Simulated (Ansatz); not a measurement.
# TiO2: a line through a two-coordinate scan

Aim: follow the energy of TiO₂ (I4_1/amd, No. 141; 6 atoms in the cell) along one coordinate, lattice constant c, with the other held at lattice constant a (and b) = 3.626 Å.

Computed with Ansatz 0.2.0 (DFT PBE+U, scalar-relativistic, plane waves, PAW, unless a step's input says otherwise).

16 further runs of the same task are left out: 1 for a known fault of the program, 15 set aside as unsound or not needed. Runs told in other sessions of the task aren't counted.

**1. Starting point**

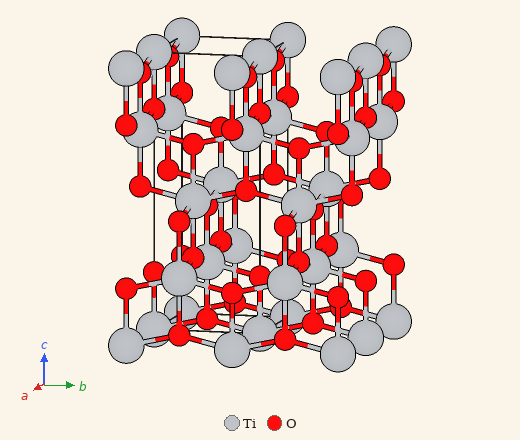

The starting structure, seen slightly off an axis (titanium light grey, oxygen red). 2×2×1 cells are drawn. Atoms on the faces are drawn again on the opposite ones. The cell drawn here is the conventional one.

Structure file:

```cif
data_structure
_symmetry_space_group_name_H-M 'I4_1/amd:1'
_symmetry_Int_Tables_number 141
_cell_length_a 3.8173
_cell_length_b 3.8173
_cell_length_c 9.7798
_cell_angle_alpha 90.000
_cell_angle_beta 90.000
_cell_angle_gamma 90.000
_cell_volume 142.51
loop_
_atom_site_label
_atom_site_type_symbol
_atom_site_symmetry_multiplicity
_atom_site_Wyckoff_symbol
_atom_site_fract_x
_atom_site_fract_y
_atom_site_fract_z
_atom_site_occupancy
Ti1 Ti 4 a 0.00000 0.00000 0.00000 1
O1 O 8 e 0.00000 0.00000 0.20523 1
```

This cell was relaxed beforehand with the same method: volume 11.88 Å³/atom, gap on the mesh 2.65 eV.

**2. Plan of the line**

The energy is mapped over the lattice constants a and c of the conventional cell.

First coordinate, lattice constant a (and b): 7 values from 3.626 to 4.008 Å. Second coordinate, lattice constant c: 7 values from 9.00 to 10.56 Å.

Nothing else is relaxed (fractional coordinates fixed). Energies count from the relaxed crystal. Points are written as (first, second).

**3. Point (3.626 Å, 9.00 Å)**

The input, input.yaml:

```yaml
crystal:
  lattice:
    - [-1.8132, 1.8132, 4.4987]
    - [1.8132, -1.8132, 4.4987]
    - [1.8132, 1.8132, -4.4987]
  atoms:
    - { symbol: Ti, position: [0.0, 0.0, 0.0] }
    - { symbol: Ti, position: [0.75, 0.25, 0.5] }
    - { symbol: O, position: [0.2052277854, 0.2052277854, 0.0] }
    - { symbol: O, position: [0.9552277854, 0.4552277854, 0.5] }
    - { symbol: O, position: [0.5447722146, 0.0447722146, 0.5] }
    - { symbol: O, position: [0.7947722146, 0.7947722146, 0.0] }
basis:
  ecutwfc: 520.0
kpoints:
  mp_grid: { grid: [8, 8, 8] }
hamiltonian:
  xc: pbe
  pseudopotentials: { kind: paw, azcp: { folder: soft_1 } }
  hubbard: { sites: [{ species: Ti, l: d, u_eff: 4.0 }] }
scf:
  occupations: { method: gaussian, width: 0.05 }
output:
  forces: true
  stress: true
  eigenvalues: true
```

On the command line:

```bash
$ ansatz run input.yaml --threads 2 --pin off --max-ram 4096MiB --backend cpu --events-out ev --progress --plain --runs-dir out
```

Standard output (excerpt; [...] marks lines left out):

```text
Warning: RAYON_NUM_THREADS=2 ignored (pool sized by the plan → 2); use --threads N
[...]
Ti: projections on atomic orbitals take those of the free atom [Ne] 3s2 3p6 3d2 4s2, of charge +0.00 (hamiltonian.pseudopotentials.projection_atoms); the dataset's partial waves leave at most 4.5e-7 of an orbital's norm unspanned inside its sphere
O: projections on atomic orbitals take those of the free atom [He] 2s2 2p4, of charge +0.00 (hamiltonian.pseudopotentials.projection_atoms); the dataset's partial waves leave at most 1.9e-8 of an orbital's norm unspanned inside its sphere
[...]
Pseudopotentials: kind: paw
Pseudopotential: Ti, paw, valence charge 12, recommended cutoff 420 eV (normal), <dir>
Pseudopotential: O, paw, valence charge 6, recommended cutoff 420 eV (normal), <dir>
Functional definition: PBE
[...]
Crystal: 6 atoms, lattice volume = 59.161 Å³
Basis set: ecut = 520 eV, 1621 PW (Γ), FFT grids on a1+a3, a2+a3, a3, exchange–correlation on 54×54×80 points (8 copies of the dense FFT grid, shifted against one another)
Bands: 30, of which v1, the nominal top of the filled ones, is band 24 counted from 1 (23 counted from 0)
Symmetry: 16 space group operations
Space group: I41/amd (ITA 141), of the structure as read, at distance tolerance 3.9e-5 Å
k-points: 59 of 512
[...]
SCF iter   1: F=—  HF=-7270.599757 eV  |F-HF|=—  |Δ(HF+E_count)|=         —  Δρ=1.19e-1  dr2=7.93e0  ethr=3.10e-3  ⟨swp⟩=6.1  Hψ=6485  notcnv=0
[...]
SCF iter   8: F=-7269.011127 eV  HF=-7269.011127 eV  |F-HF|=9.79e-9  |Δ(HF+E_count)|=   4.41e-7  Δρ=7.13e-6  dr2=1.62e-8  ethr=2.08e-10  ⟨swp⟩=9.1  Hψ=9067  notcnv=0
[...]
SCF converged after 8 iterations
Free energy (F): -7269.011127 eV
[...]
E sigma→0 (E₀):  -7269.011127 eV
Fermi energy:    11.005281 eV
[...]
--- Forces (eV/Å), atoms counted from 1 ---
  atom   1  Ti     0.00000000     0.00000000     0.00000000
  atom   2  Ti     0.00000000     0.00000000     0.00000000
  atom   3  O      0.00000000    -0.00000000     2.18589640
  atom   4  O     -0.00000000    -0.00000000     2.18589640
  atom   5  O      0.00000000     0.00000000    -2.18589640
  atom   6  O      0.00000000    -0.00000000    -2.18589640
[...]
--- Stress (GPa, compression-positive) ---
       49.118926       0.000000       0.000000
        0.000000      49.118926      -0.000000
       -0.000000       0.000000      70.528139
  P = ⅓ Tr σ = 56.2553 GPa (562.553 kbar)
--- Band table (eV; the first three rows and the last of 59) ---
[...]
Occupation matrices written to <dir>
```

Run time: 11 s. Hardware: 2 threads of Arm Neoverse V1, shared host; peak memory 0.49 GiB.

On the map this point reads 312 meV/atom.

**4. The run at (3.626 Å, 9.26 Å)**

input.yaml: that of step 3 with these lines changed.

```diff
@@ -2,5 +2,5 @@
   lattice:
-    - [-1.8132, 1.8132, 4.4987]
-    - [1.8132, -1.8132, 4.4987]
-    - [1.8132, 1.8132, -4.4987]
+    - [-1.8132, 1.8132, 4.6291]
+    - [1.8132, -1.8132, 4.6291]
+    - [1.8132, 1.8132, -4.6291]
   atoms:
```

On the command line:

```bash
$ ansatz run input.yaml --threads 2 --pin off --max-ram 4096MiB --backend cpu --events-out ev --progress --plain --runs-dir out
```

Standard output (excerpt; [...] marks lines left out):

```text
[...]
SCF converged after 8 iterations
Free energy (F): -7269.635861 eV
[...]
E sigma→0 (E₀):  -7269.635861 eV
Fermi energy:    10.577228 eV
[...]
--- Forces (eV/Å), atoms counted from 1 ---
  atom   1  Ti     0.00000000    -0.00000000     0.00000000
  atom   2  Ti    -0.00000000    -0.00000000     0.00000000
  atom   3  O     -0.00000000     0.00000000     1.13484780
  atom   4  O      0.00000000    -0.00000000     1.13484780
  atom   5  O      0.00000000     0.00000000    -1.13484780
  atom   6  O      0.00000000     0.00000000    -1.13484780
[...]
--- Stress (GPa, compression-positive) ---
       42.504576       0.000000       0.000000
        0.000000      42.504576       0.000000
        0.000000       0.000000      47.225288
  P = ⅓ Tr σ = 44.0781 GPa (440.781 kbar)
--- Band table (eV; the first three rows and the last of 59) ---
[...]
Occupation matrices written to <dir>
```

Run time: 9.5 s. Hardware: 2 threads of Arm Neoverse V1, shared host; peak memory 0.5 GiB.

Energy on the map's scale: 208 meV/atom.

**5. Grid point (3.626 Å, 9.78 Å)**

input.yaml: that of step 4 with these lines changed.

```diff
@@ -2,5 +2,5 @@
   lattice:
-    - [-1.8132, 1.8132, 4.6291]
-    - [1.8132, -1.8132, 4.6291]
-    - [1.8132, 1.8132, -4.6291]
+    - [-1.8132, 1.8132, 4.8899050332]
+    - [1.8132, -1.8132, 4.8899050332]
+    - [1.8132, 1.8132, -4.8899050332]
   atoms:
```

On the command line:

```bash
$ ansatz run input.yaml --threads 2 --pin off --max-ram 4096MiB --backend cpu --events-out ev --progress --plain --runs-dir out
```

Standard output (excerpt; [...] marks lines left out):

```text
[...]
SCF converged after 9 iterations
Free energy (F): -7270.279701 eV
[...]
E sigma→0 (E₀):  -7270.279701 eV
Fermi energy:    9.821822 eV
[...]
--- Forces (eV/Å), atoms counted from 1 ---
  atom   1  Ti     0.00000000     0.00000000     0.00000000
  atom   2  Ti     0.00000000     0.00000000     0.00000000
  atom   3  O      0.00000000     0.00000000    -0.22736440
  atom   4  O      0.00000000     0.00000000    -0.22736440
  atom   5  O     -0.00000000     0.00000000     0.22736440
  atom   6  O     -0.00000000    -0.00000000     0.22736440
[...]
--- Stress (GPa, compression-positive) ---
       31.088000       0.000000       0.000000
        0.000000      31.088000       0.000000
       -0.000000      -0.000000      15.794239
  P = ⅓ Tr σ = 25.9901 GPa (259.901 kbar)
--- Band table (eV; the first three rows and the last of 59) ---
[...]
Occupation matrices written to <dir>
```

Run time: 9 s. Hardware: 2 threads of Arm Neoverse V1, shared host; peak memory 0.51 GiB.

Energy on the map's scale: 101 meV/atom.

**6. Grid point (3.626 Å, 10.04 Å)**

input.yaml: that of step 5 with these lines changed.

```diff
@@ -2,5 +2,5 @@
   lattice:
-    - [-1.8132, 1.8132, 4.8899050332]
-    - [1.8132, -1.8132, 4.8899050332]
-    - [1.8132, 1.8132, -4.8899050332]
+    - [-1.8132, 1.8132, 5.0203]
+    - [1.8132, -1.8132, 5.0203]
+    - [1.8132, 1.8132, -5.0203]
   atoms:
@@ -26 +26,5 @@
   eigenvalues: true
+  write_density: true
+  write_potential: true
+  elf: true
+  volumetric_format: npy
```

On the command line:

```bash
$ ansatz run input.yaml --threads 2 --pin off --max-ram 4096MiB --backend cpu --events-out ev --progress --plain --runs-dir out
```

Standard output (excerpt; [...] marks lines left out):

```text
Warning: RAYON_NUM_THREADS=2 ignored (pool sized by the plan → 2); use --threads N
Ti: projections on atomic orbitals take those of the free atom [Ne] 3s2 3p6 3d2 4s2, of charge +0.00 (hamiltonian.pseudopotentials.projection_atoms); the dataset's partial waves leave at most 4.5e-7 of an orbital's norm unspanned inside its sphere
O: projections on atomic orbitals take those of the free atom [He] 2s2 2p4, of charge +0.00 (hamiltonian.pseudopotentials.projection_atoms); the dataset's partial waves leave at most 1.9e-8 of an orbital's norm unspanned inside its sphere
[...]
Pseudopotentials: kind: paw
Pseudopotential: Ti, paw, valence charge 12, recommended cutoff 420 eV (normal), <dir>
Pseudopotential: O, paw, valence charge 6, recommended cutoff 420 eV (normal), <dir>
Functional definition: PBE
[...]
Crystal: 6 atoms, lattice volume = 66.021 Å³
[...]
SCF iter   9: F=-7270.391665 eV  HF=-7270.391665 eV  |F-HF|=4.56e-9  |Δ(HF+E_count)|=   2.35e-8  Δρ=3.97e-6  dr2=9.73e-9  ethr=2.08e-10  ⟨swp⟩=11.7  Hψ=12725  notcnv=0
[...]
SCF converged after 9 iterations
Free energy (F): -7270.391665 eV
[...]
E sigma→0 (E₀):  -7270.391665 eV
Fermi energy:    9.477644 eV
[...]
--- Forces (eV/Å), atoms counted from 1 ---
  atom   1  Ti     0.00000000    -0.00000000     0.00000000
  atom   2  Ti    -0.00000000    -0.00000000     0.00000000
  atom   3  O     -0.00000000     0.00000000    -0.63612856
  atom   4  O      0.00000000    -0.00000000    -0.63612856
  atom   5  O     -0.00000000     0.00000000     0.63612856
  atom   6  O      0.00000000     0.00000000     0.63612856
[...]
--- Stress (GPa, compression-positive) ---
       26.154283       0.000000      -0.000000
        0.000000      26.154283       0.000000
       -0.000000       0.000000       5.628607
  P = ⅓ Tr σ = 19.3124 GPa (193.124 kbar)
--- Band table (eV; the first three rows and the last of 59) ---
[...]
Occupation matrices written to <dir>
```

Run time: 11 s. Hardware: 2 threads of Arm Neoverse V1, shared host; peak memory 0.56 GiB.

Axes a, b and c in the maps are those of this run's conventional cell (a, b, c = 3.626, 3.626, 10.041 Å).

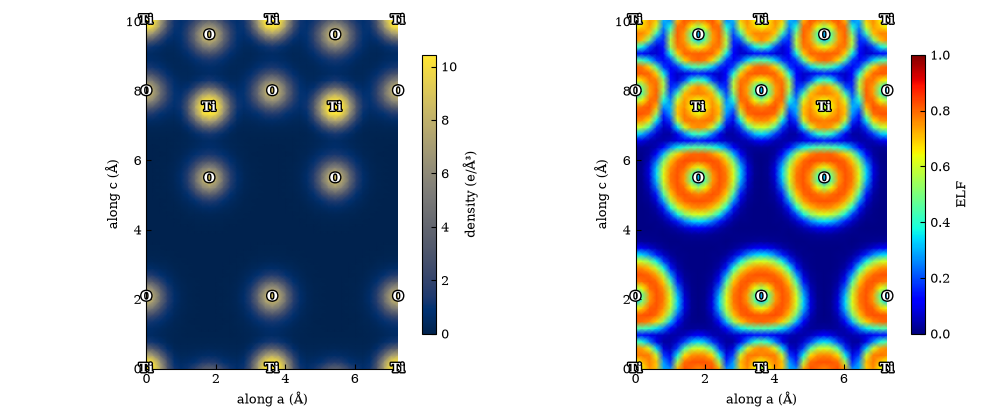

Density (left) and ELF (right) in a lattice plane of the grid's cell (edges 3.63 and 10.04 Å, at 0.000 of the third edge), which holds Ti and O. Only atoms in the plane are labelled; the density scale stops at 10.44 e/Å³. Both are smooth fields of the valence electrons: close to the nuclei they are not physical.

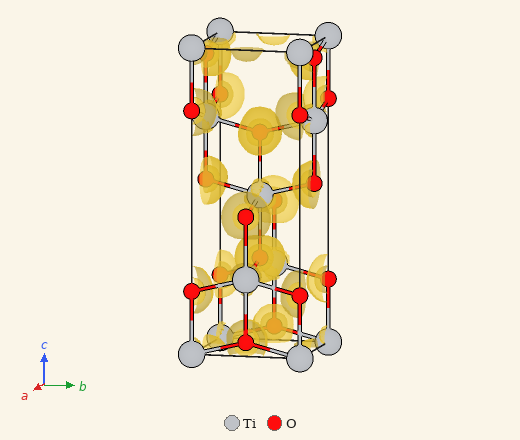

Surface of ELF = 0.77, drawn in one cell.

Outside the cores ELF peaks at 0.83 beside O, off the lines to its neighbours, 0.7 Å from O; 0.83 in the shell around O, 0.6 Å from O.

That is 82 meV/atom from the zero.

**7. Grid point (3.626 Å, 10.30 Å)**

input.yaml: that of step 6 with these lines changed.

```diff
@@ -2,5 +2,5 @@
   lattice:
-    - [-1.8132, 1.8132, 5.0203]
-    - [1.8132, -1.8132, 5.0203]
-    - [1.8132, 1.8132, -5.0203]
+    - [-1.8132, 1.8132, 5.1507]
+    - [1.8132, -1.8132, 5.1507]
+    - [1.8132, 1.8132, -5.1507]
   atoms:
@@ -26,5 +26 @@
   eigenvalues: true
-  write_density: true
-  write_potential: true
-  elf: true
-  volumetric_format: npy
```

On the command line:

```bash
$ ansatz run input.yaml --threads 2 --pin off --max-ram 4096MiB --backend cpu --events-out ev --progress --plain --runs-dir out
```

Standard output (excerpt; [...] marks lines left out):

```text
Warning: RAYON_NUM_THREADS=2 ignored (pool sized by the plan → 2); use --threads N
[...]
Ti: projections on atomic orbitals take those of the free atom [Ne] 3s2 3p6 3d2 4s2, of charge +0.00 (hamiltonian.pseudopotentials.projection_atoms); the dataset's partial waves leave at most 4.5e-7 of an orbital's norm unspanned inside its sphere
O: projections on atomic orbitals take those of the free atom [He] 2s2 2p4, of charge +0.00 (hamiltonian.pseudopotentials.projection_atoms); the dataset's partial waves leave at most 1.9e-8 of an orbital's norm unspanned inside its sphere
[...]
Pseudopotentials: kind: paw
Pseudopotential: Ti, paw, valence charge 12, recommended cutoff 420 eV (normal), <dir>
Pseudopotential: O, paw, valence charge 6, recommended cutoff 420 eV (normal), <dir>
Functional definition: PBE
[...]
Crystal: 6 atoms, lattice volume = 67.736 Å³
[...]
SCF iter   9: F=-7270.409791 eV  HF=-7270.409791 eV  |F-HF|=9.88e-9  |Δ(HF+E_count)|=   6.01e-8  Δρ=3.01e-6  dr2=6.44e-9  ethr=2.08e-10  ⟨swp⟩=8.5  Hψ=8405  notcnv=0
[...]
SCF converged after 9 iterations
Free energy (F): -7270.409791 eV
[...]
E sigma→0 (E₀):  -7270.409791 eV
Fermi energy:    9.147146 eV
[...]
--- Forces (eV/Å), atoms counted from 1 ---
  atom   1  Ti     0.00000000    -0.00000000     0.00000000
  atom   2  Ti     0.00000000    -0.00000000     0.00000000
  atom   3  O      0.00000000    -0.00000000    -0.91287182
  atom   4  O     -0.00000000     0.00000000    -0.91287182
  atom   5  O      0.00000000     0.00000000     0.91287182
  atom   6  O      0.00000000     0.00000000     0.91287182
[...]
--- Stress (GPa, compression-positive) ---
       21.651445       0.000000      -0.000000
        0.000000      21.651445       0.000000
        0.000000       0.000000      -1.841844
  P = ⅓ Tr σ = 13.8203 GPa (138.203 kbar)
--- Band table (eV; the first three rows and the last of 59) ---
[...]
Occupation matrices written to <dir>
```

Wall time 11 s (2 threads of Arm Neoverse V1, shared host); peak memory 0.52 GiB.

Energy on the map's scale: 79 meV/atom.

**8. The run at (3.626 Å, 10.56 Å)**

input.yaml: that of step 7 with these lines changed.

```diff
@@ -2,5 +2,5 @@
   lattice:
-    - [-1.8132, 1.8132, 5.1507]
-    - [1.8132, -1.8132, 5.1507]
-    - [1.8132, 1.8132, -5.1507]
+    - [-1.8132, 1.8132, 5.2811]
+    - [1.8132, -1.8132, 5.2811]
+    - [1.8132, 1.8132, -5.2811]
   atoms:
@@ -26 +26,5 @@
   eigenvalues: true
+  write_density: true
+  write_potential: true
+  elf: true
+  volumetric_format: npy
```

On the command line:

```bash
$ ansatz run input.yaml --threads 2 --pin off --max-ram 4096MiB --backend cpu --events-out ev --progress --plain --runs-dir out
```

Standard output (excerpt; [...] marks lines left out):

```text
Warning: RAYON_NUM_THREADS=2 ignored (pool sized by the plan → 2); use --threads N
Ti: projections on atomic orbitals take those of the free atom [Ne] 3s2 3p6 3d2 4s2, of charge +0.00 (hamiltonian.pseudopotentials.projection_atoms); the dataset's partial waves leave at most 4.5e-7 of an orbital's norm unspanned inside its sphere
O: projections on atomic orbitals take those of the free atom [He] 2s2 2p4, of charge +0.00 (hamiltonian.pseudopotentials.projection_atoms); the dataset's partial waves leave at most 1.9e-8 of an orbital's norm unspanned inside its sphere
[...]
Pseudopotentials: kind: paw
Pseudopotential: Ti, paw, valence charge 12, recommended cutoff 420 eV (normal), <dir>
Pseudopotential: O, paw, valence charge 6, recommended cutoff 420 eV (normal), <dir>
Functional definition: PBE
[...]
Crystal: 6 atoms, lattice volume = 69.451 Å³
[...]
SCF iter   9: F=-7270.359824 eV  HF=-7270.359824 eV  |F-HF|=9.50e-9  |Δ(HF+E_count)|=   5.35e-8  Δρ=3.18e-6  dr2=6.52e-9  ethr=2.08e-10  ⟨swp⟩=12.2  Hψ=12681  notcnv=0
[...]
SCF converged after 9 iterations
Free energy (F): -7270.359824 eV
[...]
E sigma→0 (E₀):  -7270.359824 eV
Fermi energy:    8.829444 eV
[...]
--- Forces (eV/Å), atoms counted from 1 ---
  atom   1  Ti     0.00000000     0.00000000     0.00000000
  atom   2  Ti     0.00000000    -0.00000000     0.00000000
  atom   3  O      0.00000000    -0.00000000    -1.08602200
  atom   4  O      0.00000000     0.00000000    -1.08602200
  atom   5  O      0.00000000     0.00000000     1.08602200
  atom   6  O      0.00000000    -0.00000000     1.08602200
[...]
--- Stress (GPa, compression-positive) ---
       17.522479       0.000000      -0.000000
        0.000000      17.522479      -0.000000
       -0.000000       0.000000      -7.180204
  P = ⅓ Tr σ = 9.2883 GPa (92.883 kbar)
--- Band table (eV; the first three rows and the last of 59) ---
[...]
Occupation matrices written to <dir>
```

Run time: 13 s. Hardware: 2 threads of Arm Neoverse V1, shared host; peak memory 0.57 GiB.

Axes a, b and c in the maps are those of this run's conventional cell (a, b, c = 3.626, 3.626, 10.562 Å).

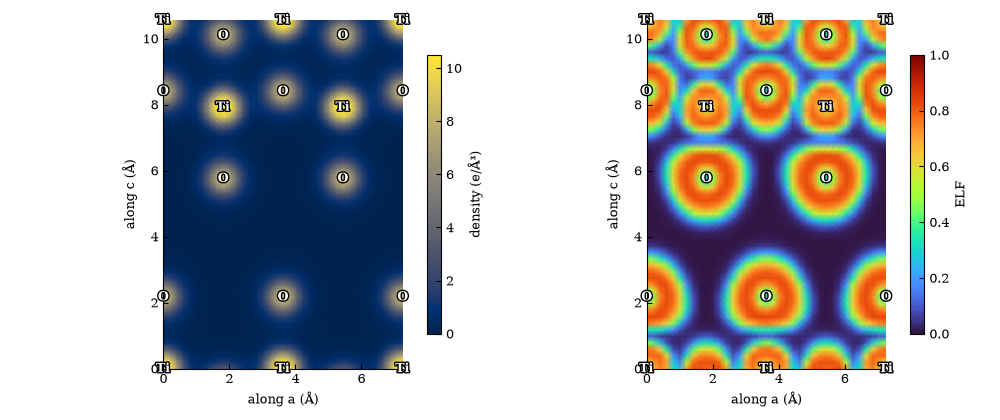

Density (left) and ELF (right) in a lattice plane of the grid's cell (edges 3.63 and 10.56 Å, at 0.000 of the third edge), which holds Ti and O. Only atoms in the plane are labelled; the density scale stops at 10.50 e/Å³. Both are smooth fields of the valence electrons: close to the nuclei they are not physical.

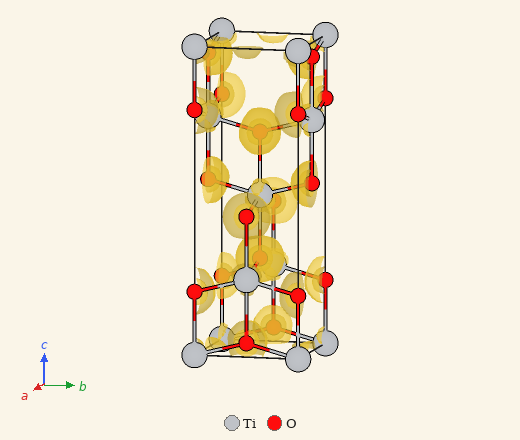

Surface of ELF = 0.77, drawn in one cell.

The highest ELF values outside the cores: 0.83 in the shell around O, 0.6 Å from O; 0.83 on the O–Ti line, 0.7 Å from O.

Energy on the map's scale: 88 meV/atom.

**9. The line in numbers**

| lattice constant c (Å) | step | energy (meV/atom) | slope (meV/atom per Å) | pressure (GPa) | band gap on the k-mesh (eV) | largest force on an atom (eV/Å) |
| --- | --- | --- | --- | --- | --- | --- |
| 9.00 | 3 | 312 | −482 | 56.3 | 3.08 | 2.19 |
| 9.26 | 4 | 208 | −323 | 44.1 | 3.08 | 1.14 |
| 9.52 | – | 141 | −201 | 34.1 | 3.04 | 0.35 |
| 9.78 | 5 | 101 | −108 | 26.0 | 2.98 | 0.23 |
| 10.04 | 6 | 82 | −38 | 19.3 | 2.91 | 0.64 |
| 10.30 | 7 | 79 | 13 | 13.8 | 2.85 | 0.91 |
| 10.56 | 8 | 88 | 49 | 9.3 | 2.80 | 1.09 |

Energies count from the relaxed crystal. Rows without a step come from runs not printed here or follow by symmetry. Slopes come from the forces (and the stress, where the cell changes), not from differences of energies.

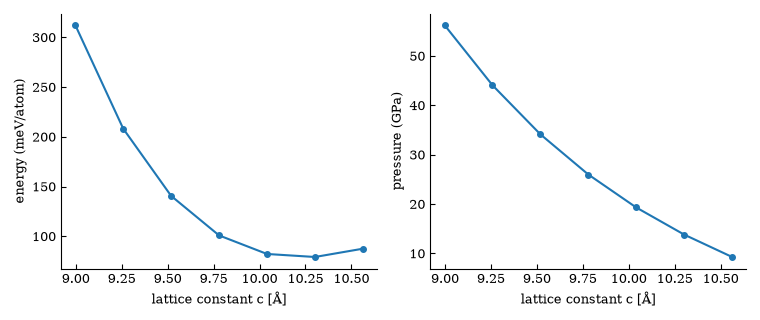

Energy and pressure along the line.

In words: Of the points computed the energy is lowest at 10.30 Å, 79 meV/atom from the zero. Energies and slopes round the minimum, fitted together, put the minimum at 10.228 Å, with a curvature of about 180 meV/atom per Å². The highest point computed, at 9.00 Å, lies 233 meV/atom above the lowest. This is one cut through a surface in two coordinates; the map's lowest point lies off it.
